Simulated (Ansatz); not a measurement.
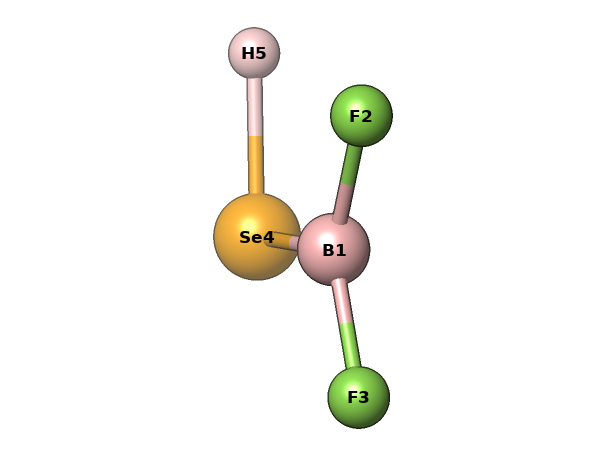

Se4 lies behind B1. The molecule seen a little off the B1–Se4 bond, B1 in front. Atoms fade into the background with distance from the viewer. The computed structure is the end point of a PBE0-D4/def2-TZVP optimisation.

### What is the torsion angle F2–B1–Se4–H5? The sign is positive where the front bond must turn clockwise to cover the back bond.

0°, synperiplanar (eclipsed).
